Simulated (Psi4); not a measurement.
# UPBE0/may-cc-pVTZ (sweep point 7) run of [H2]+ (SMILES [H][H+])

Aim: the vertical electron affinity of [H2]+ at UPBE0/may-cc-pVTZ (sweep point 7), from 2 runs. 

Program for the calculation: Psi4 1.11.

## Step 1: The structure to begin with

The species is [H2]+ (2 atoms), meant as a doublet with charge +1. As SMILES, `[H][H+]`. The shape is that of a GFN2-xTB optimisation.

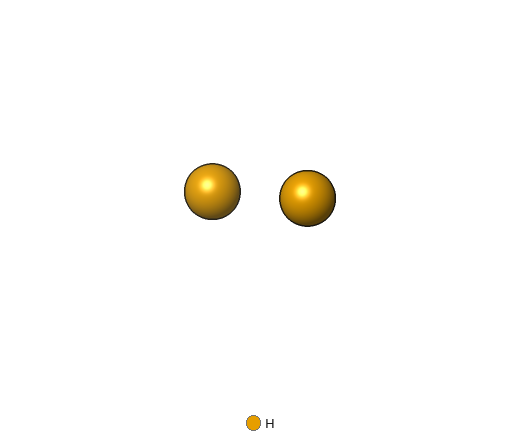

The structure, seen from a chosen angle (hydrogen amber).

## Step 2: The energy at UPBE0/may-cc-pVTZ (sweep point 7)

job.inp

```
memory 1600 MB

molecule {
  1 2
  H      0.00000000     0.00000000     0.00000000
  H      0.00000000     0.00000000     1.94057865
  units au
  symmetry c1
}

set basis may-cc-pVTZ
set reference uks
set puream true
set scf_type pk
set dft_radial_points 99
set dft_spherical_points 590
set maxiter 150

energy('pbe0')
print_variables()
```

Run with:

```console
$ psi4 -i job.inp -o job.out -n 1
```

job.out, shortened:

```text
[...]
  Running in c1 symmetry.
[...]
  Nuclear repulsion =    0.515310214301286
[...]
  Multiplicity = 2
[...]
  Nalpha       = 1
  Nbeta        = 0
[...]
    Number of basis functions: 28
[...]
   @UKS iter   1:    -0.59072444710602    3.50721e-01   4.50174e-03 ADIIS/DIIS
[...]
   @UKS iter   4:    -0.60809729749608   -1.26137e-08   3.33482e-07 DIIS
[...]
   @S^2 Observed:                7.500000000E-01
[...]
    Orbital Energies [Eh]
    ---------------------
    Alpha Occupied:
       1A     -0.944596
    Alpha Virtual:
       2A     -0.406811     3A     -0.095782     4A      0.044178
       5A      0.062083     6A      0.062083     7A      0.403108
       8A      0.481073     9A      0.481073    10A      0.917552
      11A      1.709461    12A      1.829154    13A      2.372004
      14A      2.372004    15A      2.440078    16A      2.440078
      17A      2.546326    18A      3.033489    19A      3.033489
      20A      3.110723    21A      3.110723    22A      3.177510
      23A      3.177510    24A      3.323226    25A      4.039389
[...]
  @UKS Final Energy:    -0.60809729749608
   => Energetics <=
    Nuclear Repulsion Energy =              0.5153102143012859
    One-Electron Energy =                  -1.1168076034663628
    Two-Electron Energy =                   0.2518205804177809
    DFT Exchange-Correlation Energy =      -0.2584204887487823
    Empirical Dispersion Energy =           0.0000000000000000
    VV10 Nonlocal Energy =                  0.0000000000000000
    Total Energy =                         -0.6080972974960783
[...]
 Multipole Moments:
 ------------------------------------------------------------------------------------
     Multipole            Electronic (a.u.)      Nuclear  (a.u.)        Total (a.u.)
 ------------------------------------------------------------------------------------
 L = 1.  Multiply by 2.5417464519 to convert [e a0] to [Debye]
 Dipole X            :         -0.0000000            0.0000000           -0.0000000
 Dipole Y            :          0.0000000            0.0000000            0.0000000
 Dipole Z            :         -0.0000000            0.0000000           -0.0000000
 Magnitude           :                                                    0.0000000
[...]
```

Wall time 2.3 s (1 thread of Intel Xeon Platinum 8488C (Sapphire Rapids), shared host); peak memory 0.29 GiB.

## Step 3: Singlet neutral H2

h2.in

```
memory 1.6 GB

molecule {
  0 1
  H      0.00000000     0.00000000     0.00000000
  H      0.00000000     0.00000000     1.94057865
  units au
  symmetry c1
}

set globals {
  basis                may-cc-pVTZ
  puream               true
  scf_type             pk
  dft_radial_points    99
  dft_spherical_points 590
}

e_tot = energy("pbe0")
print_variables()
```

Run with:

```console
$ psi4 -i h2.in -o h2.out -n 1
```

h2.out, shortened:

```text
[...]
  Running in c1 symmetry.
[...]
  Nuclear repulsion =    0.515310214301286
[...]
  Multiplicity = 1
[...]
  Nalpha       = 1
  Nbeta        = 1
[...]
    Number of basis functions: 28
[...]
   @RKS iter   1:    -1.13620938880807   -1.94763e-01   1.41198e-03 DIIS/ADIIS
[...]
   @RKS iter   4:    -1.13740864577809   -5.33127e-09   6.01264e-08 DIIS
[...]
    Orbital Energies [Eh]
    ---------------------
    Doubly Occupied:
       1A     -0.391097
    Virtual:
       2A      0.011677     3A      0.230478     4A      0.391274
       5A      0.504909     6A      0.504909     7A      0.821705
       8A      0.884633     9A      0.884633    10A      1.303351
      11A      2.250977    12A      2.348865    13A      2.926947
      14A      2.926947    15A      2.951657    16A      2.951657
      17A      3.123568    18A      3.532640    19A      3.532640
      20A      3.641311    21A      3.641311    22A      3.713799
      23A      3.713799    24A      3.811986    25A      4.557638
[...]
  @RKS Final Energy:    -1.13740864577809
   => Energetics <=
    Nuclear Repulsion Energy =              0.5153102143012859
    One-Electron Energy =                  -2.1865292011334967
    Two-Electron Energy =                   1.0058501332228829
    DFT Exchange-Correlation Energy =      -0.4720397921687657
    Empirical Dispersion Energy =           0.0000000000000000
    VV10 Nonlocal Energy =                  0.0000000000000000
    Total Energy =                         -1.1374086457780936
[...]
 Multipole Moments:
 ------------------------------------------------------------------------------------
     Multipole            Electronic (a.u.)      Nuclear  (a.u.)        Total (a.u.)
 ------------------------------------------------------------------------------------
 L = 1.  Multiply by 2.5417464519 to convert [e a0] to [Debye]
 Dipole X            :         -0.0000000            0.0000000           -0.0000000
 Dipole Y            :         -0.0000000            0.0000000           -0.0000000
 Dipole Z            :         -0.0000000            0.0000000           -0.0000000
 Magnitude           :                                                    0.0000000
[...]
```

It took 2 s on 1 thread of Intel Xeon Platinum 8488C (Sapphire Rapids), shared host; peak memory 0.29 GiB.

## Step 4: Results

At UPBE0/may-cc-pVTZ (sweep point 7):

```
                                           quantity        value
                        doublet [H2]+: total energy  -0.60810 Eh
  doublet [H2]+: HOMO energy (highest over α and β)    -25.70 eV
                                doublet [H2]+: ⟨S²⟩        0.750
                   singlet neutral H2: total energy  -1.13741 Eh
                  singlet neutral H2: dipole moment       0.00 D
                    singlet neutral H2: HOMO energy    -10.64 eV
                    singlet neutral H2: LUMO energy      0.32 eV
                  singlet neutral H2: HOMO–LUMO gap     10.96 eV
vertical electron affinity (to the singlet neutral)    14.403 eV
```

What this shows: At fixed nuclei the extra electron is bound by 14.40 eV (332 kcal/mol).
